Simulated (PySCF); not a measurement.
## A study: CH3Cl3Si, SMILES `C[Si](Cl)(Cl)Cl`

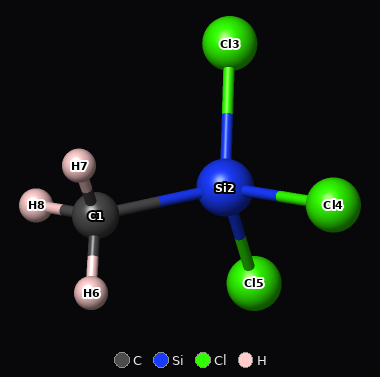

The molecule, with its atoms numbered as below. No frequency check shows the geometry to be a minimum.

Cartesian coordinates (Å):

```
C1      -0.0013    0.0000   -2.1300
Si2      0.0000    0.0002   -0.2305
Cl3      0.5718   -1.8123    0.4621
Cl4      1.2838    1.4011    0.4620
Cl5     -1.8551    0.4110    0.4628
H6      -0.3209    0.9606   -2.5238
H7       0.9913   -0.2029   -2.5241
H8      -0.6724   -0.7576   -2.5237
```

### 1. Bonding charge

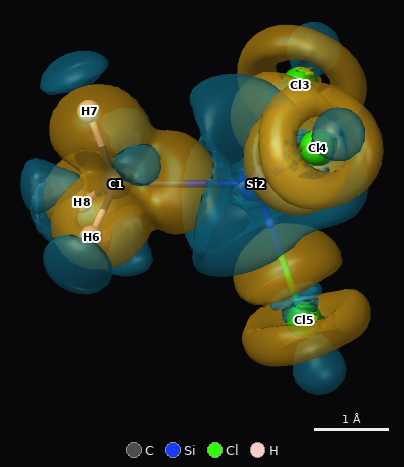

Deformation density (molecule less spherical, spin-averaged free atoms at the same positions), surfaces at ±0.04 e/Å³; yellow: gain, teal: loss.

Computed with PySCF, PBE0/def2-TZVP, geometry: GFN2-xTB.

Q: Describe the bonding that the map shows.

A: C1–H8, C1–H6 and C1–H7: +0.69 e/Å³ at the bond critical point (bond length 1.09 Å, Mayer order 0.9). C1–Si2: +0.23 e/Å³ at the bond critical point (bond length 1.90 Å, Mayer order 1.0). Si2–Cl4, Si2–Cl5 and Si2–Cl3: +0.09 e/Å³ at the bond critical point (bond length 2.02 Å, Mayer order 1.2). In all, 1.7 electrons gather in the regions of gain relative to the promolecule. A small or negative value marks a very polar bond, one between electron-rich atoms, whose free-atom densities already overlap strongly, a long bond to a heavier atom, or a closed-shell contact such as a hydrogen bond.

Q: Where do the Hirshfeld charges lie?

A: The highest Hirshfeld charge is on Si2 (+0.35 e), the lowest on C1 (−0.22 e).

```
atom  charge (e)
  C1       −0.22
 Si2       +0.35
 Cl3       −0.10
 Cl4       −0.10
 Cl5       −0.10
  H6       +0.05
  H7       +0.05
  H8       +0.05
```

### 2. Bond critical points

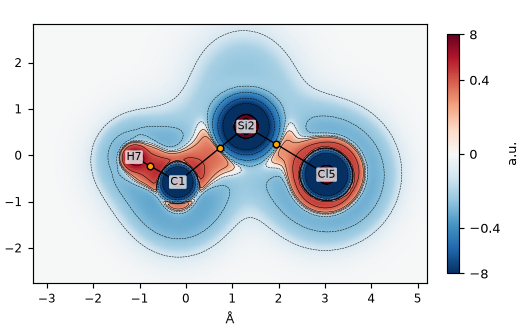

Negative Laplacian of the density (−∇²ρ) in the plane of C1, Si2, Cl5 and H7 (red positive, blue negative, colour scale in a.u., logarithmic beyond ±0.04), with bond paths and bond critical points (dots).

Q: Sort the bonds in the plane by the sign of ∇²ρ at their critical points.

A: Concentrated (∇²ρ < 0): C1–H7 (−0.93 a.u.). Depleted (∇²ρ > 0): C1–Si2 (+0.10 a.u., H = −0.080); Si2–Cl5 (+0.26 a.u., H = −0.057). A positive Laplacian with clearly negative H marks a strongly polar covalent bond, whose critical point lies close to the core of the less electronegative atom.

Q: Where along C1–H7 does the critical point lie?

A: 0.70 Å from C1 and 0.39 Å from H7.

### 3. Electrostatic potential

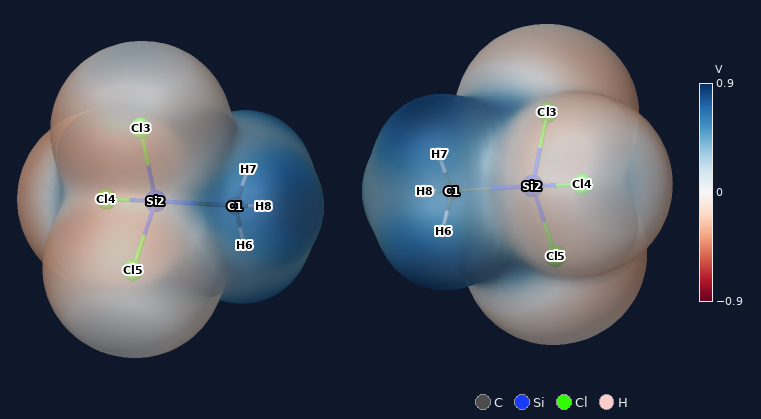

Electrostatic potential on the surface of electron density 0.001 a.u. (back view left, front view right).

Q: Where are the extremes of the potential on the surface?

A: Highest: 0.85 V, 1.3 Å from H7, and at like points elsewhere. Further maxima include 0.28 V, off the Si2–Cl4 bond (2.3 Å from its atoms); 0.20 V, 2.0 Å from Cl4. Lowest: −0.30 V, 2.1 Å from Cl5, and at like points elsewhere. The surface is sampled at points, so like sites can differ by a few per cent and only the strongest of them is named.

Q: Does Cl4 carry a σ-hole?

A: Yes: a local maximum of +0.20 V lies on the extension of the Si2–Cl4 bond.

Q: What volume does the surface enclose, and what is the dipole moment?

A: About 142 Å³; the dipole moment is 1.7 D.

### 4. In an electric field

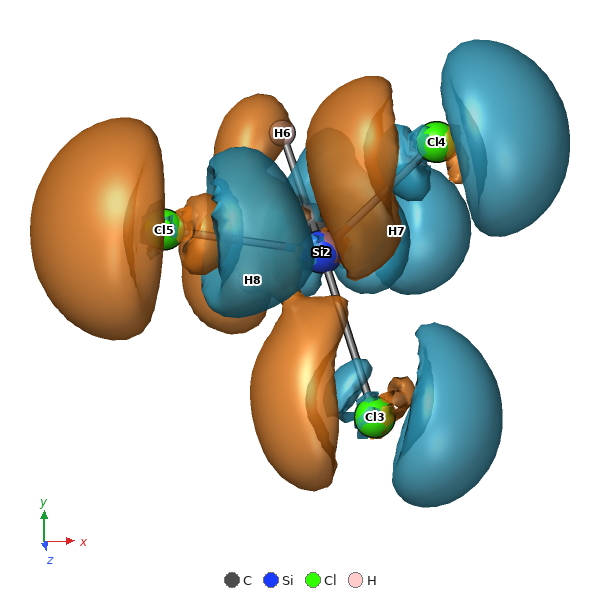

Change of the electron density in a uniform field of 0.21 V/Å, surfaces at ±0.0015 e/Å³ (light blue: gain, orange: loss).

Computed with PySCF, PBE0/def2-TZVP, geometry: GFN2-xTB. A basis without diffuse functions makes polarisabilities too small.

The field was applied in both directions; the picture shows the one opposite to the script's first.

Q: Along which Cartesian direction does the field point?

A: Along −x: electrons gather on the +x side, against the field.

Q: What dipole is induced, and what polarisability does it imply?

A: The induced dipole is 0.71 D (along the field); α along this axis, from the fields in both directions, is 70 bohr³ (10.4 Å³).

The PySCF runs shown took 8 s and 18 s on 1 thread of AMD EPYC 9R45 96-Core Processor (Zen 5) (shared host).
